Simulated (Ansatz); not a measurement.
# PBE-QIDH/cc-pVTZ run of SiS (SMILES [Si-]#[S+])

What is the vertical ionisation energy of SiS at PBE-QIDH/cc-pVTZ? 

Program for the calculation: Ansatz 0.2.0.

43 further runs of the same task are left out: 43 set aside as unsound or not needed.

## (1) The molecule

SiS has 2 atoms, charge 0, and is taken as a singlet. As SMILES, `[Si-]#[S+]`. The bond length is the measured one.

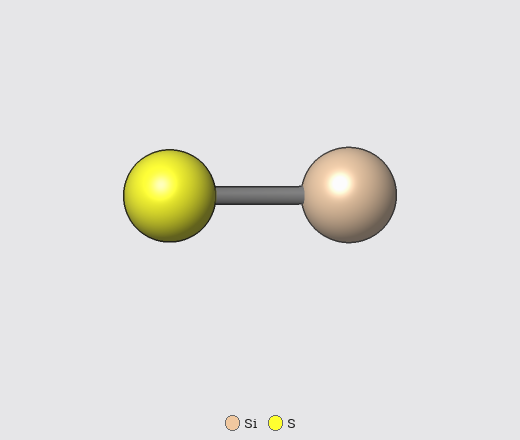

The structure, seen from a chosen angle (silicon light orange, sulfur yellow).

## (2) The energy at PBE-QIDH/cc-pVTZ

The input, input.yaml:

```yaml
crystal:
  periodic: [false, false, false]
  atoms:
    - symbol: Si
      position_ang: [0.000000, 0.000000, 0.000000]
    - symbol: S
      position_ang: [0.000000, 0.000000, 1.929321]
basis:
  gaussian: {orbitals: cc-pVTZ}
output: {orbitals: {seedname: orbitals}}
accuracy: high
hamiltonian: {xc: {name: PBE-QIDH}}
correlation: {frozen_orbitals: {S: 5, Si: 5}}
```

The run is started by

```bash
$ ansatz run input.yaml --threads 1 --pin off --max-ram 3480MiB --events-out events.jsonl --progress --plain --runs-dir runs
```

Standard output:

```text
Warning: RAYON_NUM_THREADS=1 ignored (pool sized by the plan → 1); use --threads N
Functional definition: PBE-QIDH
  name "PBE-QIDH"
  parameter a = 3^(-1/3)
  parameter c = 1/3
  exchange = (1 - a)*pbe_x + a*exact_x
  correlation = (1 - c)*pbe_c + c*(mp2_os + mp2_ss)
939 factors; integrals over basis functions are off by at most 3.3e-9 eV
mean field evaluation 1: about -18698.0182 eV, gradient 1.8e1 eV
mean field evaluation 2: about -18698.0256 eV, gradient 1.8e1 eV
mean field evaluation 4: about -18699.2359 eV, gradient 1.4e0 eV
mean field evaluation 8: about -18699.2442 eV, gradient 2.1e-2 eV
mean field evaluation 16: about -18699.2442 eV, gradient 4.0e-6 eV
mean field -18699.24424955 eV, -687.1845513681 hartree, gradient 8.2e-8 eV, S^2 0.000000; 0 other end points of the search recorded, 0 dependent functions left out
10 core orbitals not correlated: weight in the atoms' cores, before any rotation towards them, 1.000 or more for the frozen orbitals, at most 0.000 for the correlated occupied ones
reference -18699.24425015 eV, -687.1845513901 hartree; 5, 5 occupied and 53, 53 virtual orbitals, 939 factors
second order -8.20478448 eV of doubles, -0.00000000 eV of singles
Total energy: -18701.97917831 eV, -687.2850581462 hartree
```

It took 3.3 s on 1 thread of Arm Neoverse V1, shared host; peak memory 0.13 GiB.

## (3) The doublet cation

The input, input.yaml:

```yaml
crystal:
  periodic: [false, false, false]
  atoms:
    - {symbol: Si, position_ang: [0.000000, 0.000000, 0.000000]}
    - {symbol: S, position_ang: [0.000000, 0.000000, 1.929321]}
basis:
  gaussian:
    orbitals: cc-pVTZ
total_charge: 1
magnetization:
  spin_polarized: true
  initial_magnetization: 1
hamiltonian:
  xc: {name: PBE-QIDH}
correlation:
  frozen_orbitals: {S: 5, Si: 5}
accuracy: high
output:
  orbitals: {seedname: orbitals}
```

The run is started by

```bash
$ ansatz run input.yaml --threads 1 --pin off --max-ram 3480MiB --events-out events.jsonl --progress --plain --runs-dir runs
```

Standard output:

```text
Warning: RAYON_NUM_THREADS=1 ignored (pool sized by the plan → 1); use --threads N
[... 6 set-up lines as earlier in the session ...]
939 factors; integrals over basis functions are off by at most 3.3e-9 eV
mean field evaluation 1: about -18683.9773 eV, gradient 2.6e1 eV
mean field evaluation 2: about -18684.1615 eV, gradient 2.6e1 eV
mean field evaluation 4: about -18688.8805 eV, gradient 2.8e0 eV
mean field evaluation 8: about -18688.9859 eV, gradient 1.5e-1 eV
mean field evaluation 16: about -18688.9874 eV, gradient 1.2e-2 eV
mean field evaluation 32: about -18688.9874 eV, gradient 1.8e-7 eV
mean field evaluation 64: about -18689.1794 eV, gradient 5.9e-4 eV
mean field evaluation 96: about -18689.1791 eV, gradient 2.4e-2 eV
mean field -18689.17938126 eV, -686.8146742805 hartree, gradient 2.3e-8 eV, S^2 0.758872; 6 other end points of the search recorded, 0 dependent functions left out
10 core orbitals not correlated: weight in the atoms' cores, before any rotation towards them, 1.000 or more for the frozen orbitals, at most 0.000 for the correlated occupied ones
reference -18689.17938194 eV, -686.8146743056 hartree; 5, 4 occupied and 53, 54 virtual orbitals, 939 factors
second order -6.46879724 eV of doubles, -0.00000000 eV of singles
Total energy: -18691.33564769 eV, -686.8939156101 hartree
```

It took 36 s on 1 thread of Arm Neoverse V1, shared host; peak memory 0.2 GiB.

## (4) Summary of results

At PBE-QIDH/cc-pVTZ, 10 core orbitals frozen:

| quantity | value |
| --- | --- |
| singlet SiS: total energy | -687.28506 Eh |
| singlet SiS: HOMO energy (SCF part's orbitals) | -9.78 eV |
| singlet SiS: LUMO energy (SCF part's orbitals) | -0.70 eV |
| singlet SiS: HOMO–LUMO gap (SCF part's orbitals) | 9.08 eV |
| doublet cation: total energy | -686.89392 Eh |
| doublet cation: HOMO energy (SCF part's orbitals) (highest over α and β) | -16.67 eV |
| doublet cation: LUMO energy (SCF part's orbitals) (lowest over α and β) | -10.41 eV |
| doublet cation: ⟨S²⟩ | 0.759 |
| vertical ionisation energy (to the doublet cation) | 10.644 eV |

What this shows: Removing an electron at fixed nuclei costs 10.64 eV (245 kcal/mol). The negative HOMO energy of the first species, 9.78 eV, lies 0.87 eV below that difference.
